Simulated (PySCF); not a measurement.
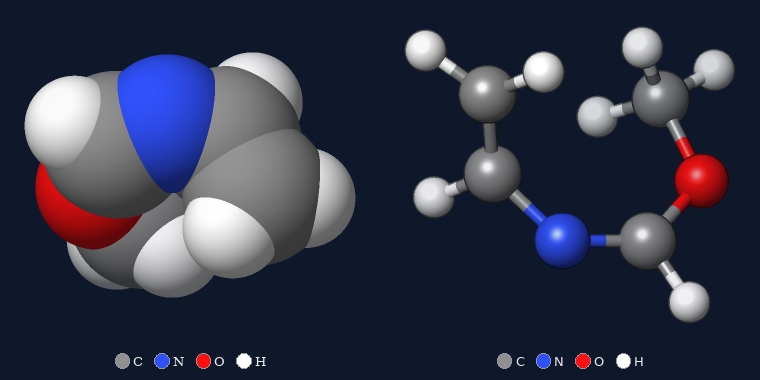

Two views of one molecule.

Computed geometry: GFN2-xTB optimisation. No frequency run is at hand to confirm it as a minimum.

Give the formula.

C4H7NO, 13 atoms: 4 carbon, 7 hydrogen, 1 nitrogen and 1 oxygen.

Write the SMILES.

C=C/N=C\OC

How many bonds of each kind are drawn?

7 C–H, 2 C–N, 2 C–O, 1 C–C.

The parts below concern this one geometry. Atoms keep their numbers from picture to picture.

### Symmetry

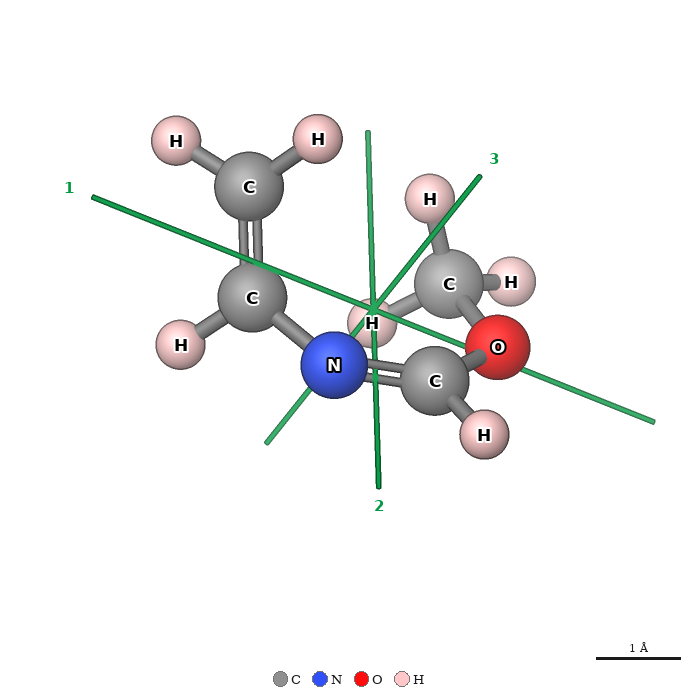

The three principal axes of inertia are drawn and numbered. Depth is shown by fading: the farther an atom, the more it takes the colour of the background. No frequency run is at hand to confirm it as a minimum. Masses are those of the most abundant isotopes; constants are for the rigid equilibrium geometry.

Which line is the a axis (least moment of inertia), which b and which c?

a is line 1, b is line 2, c is line 3; the moments are 82.3, 172, 229 u Å².

Classify the rotor and give the rotational constants (GHz).

An asymmetric top (C1): A = 6.14, B = 2.94, C = 2.21 GHz. Ray's parameter κ is −0.63, nearer the prolate limit.

### Excitation

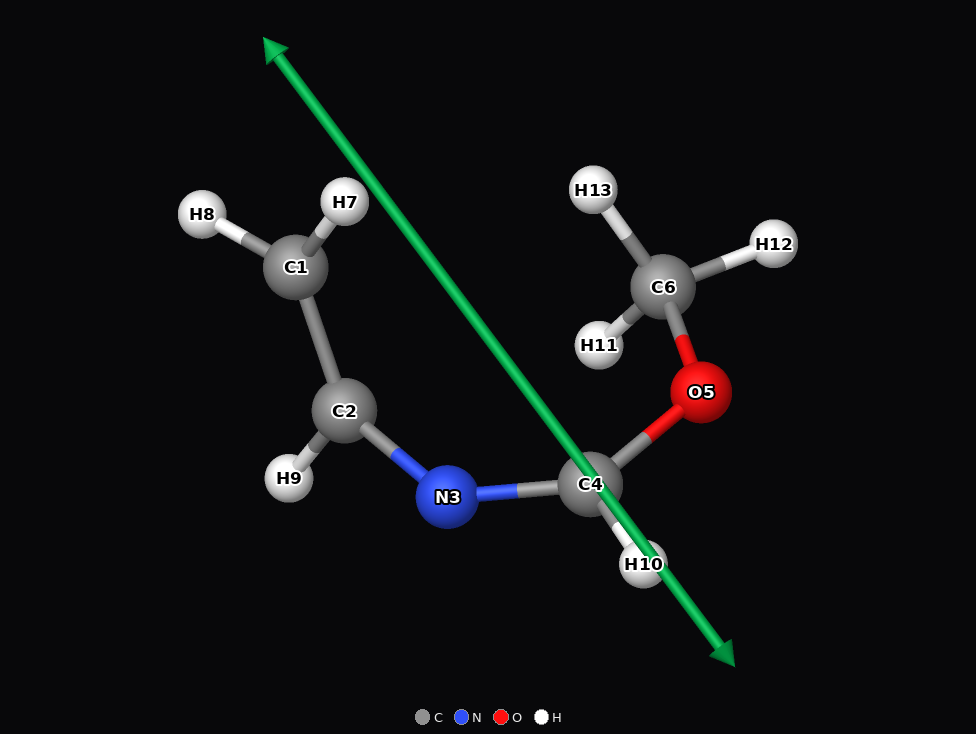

The double arrow shows the direction of the transition dipole to excited singlet state 3 (its length means nothing). No frequency run is at hand to confirm it as a minimum. Method: TDDFT PBE0/def2-SVPD, vertical, gas phase, core orbitals frozen in the response (PySCF 2.14.0).

Give its energy, strength and character.

6.24 eV (199 nm), oscillator strength 0.21, of mixed character, with the largest part HOMO → LUMO+1 (weight 0.45); transition dipole 2.95 D.

### Charges

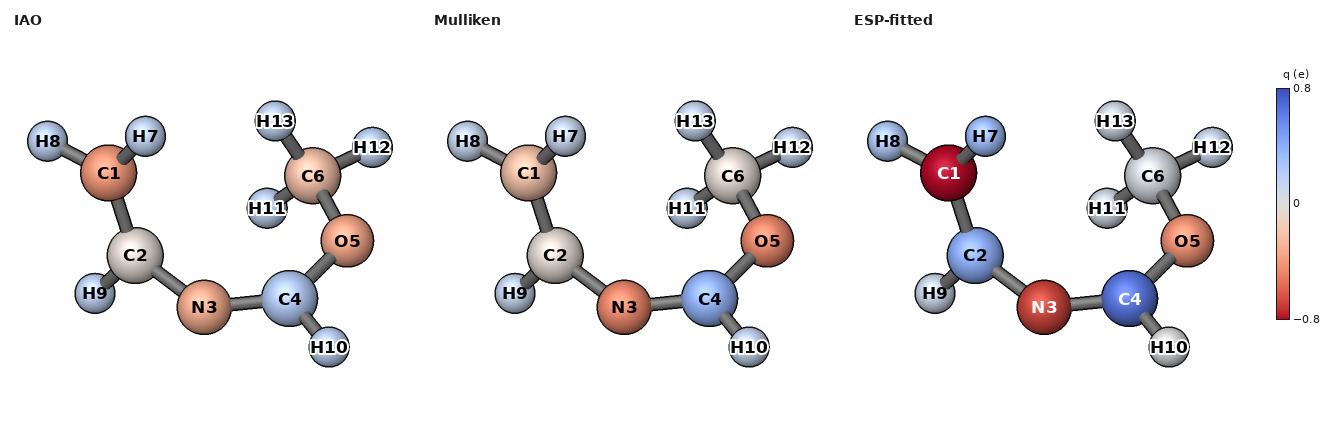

Atomic charges of one calculation by 3 schemes, on one colour scale. No frequency run is at hand to confirm it as a minimum. Method: PBE0/pcSseg-1 (PySCF 2.14.0).

Which scheme gives the most polar picture (largest mean size of the charges)?

The ESP-fitted charges are the largest in size here, and the Mulliken charges the smallest.

On which atom do the schemes disagree most?

On C1 (from −0.79 to −0.21 e).

List the charges (e), one line for each set of equivalent atoms.

```
atom    IAO  Mulliken  ESP-fitted
  C1  −0.39     −0.21       −0.79
  C2  −0.04     −0.04        0.39
  N3  −0.31     −0.45       −0.67
  C4   0.21      0.35        0.63
  O5  −0.33     −0.45       −0.42
  C6  −0.21     −0.04        0.04
  H7   0.14      0.11        0.30
  H8   0.15      0.11        0.22
  H9   0.16      0.11        0.08
 H10   0.16      0.13        0.01
 H11   0.14      0.12        0.06
 H12   0.16      0.13        0.09
 H13   0.15      0.12        0.06
```

### Polarisability

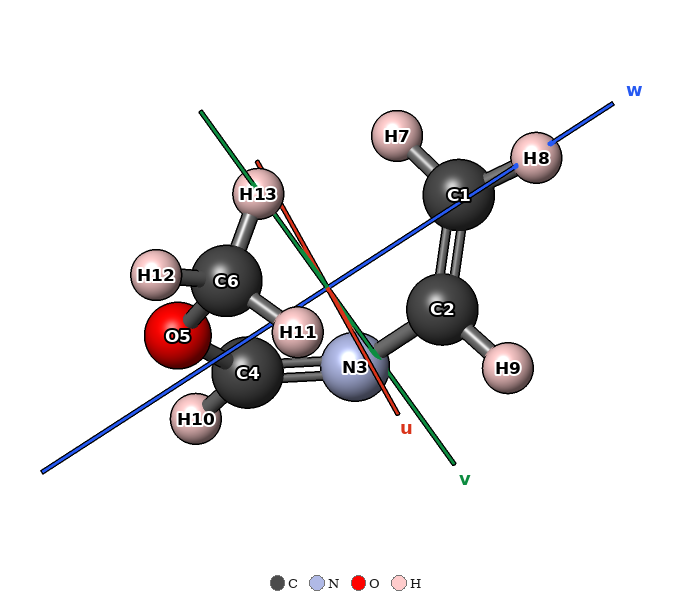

The lines u, v and w are the principal axes of the static dipole polarisability. No frequency run is at hand to confirm it as a minimum. Method: PBE0/def2-SVPD (PySCF 2.14.0).

Along which axis is the molecule most polarisable, and along which least?

Most along w (close to the long direction C1···O5), least along u.

Give the three principal values.

u 48.8, v 60.6, w 77.0 bohr³; mean 62.1, anisotropy 24.6 bohr³.

Mulliken values depend strongly on the basis set and can even reverse the polarity of a bond.
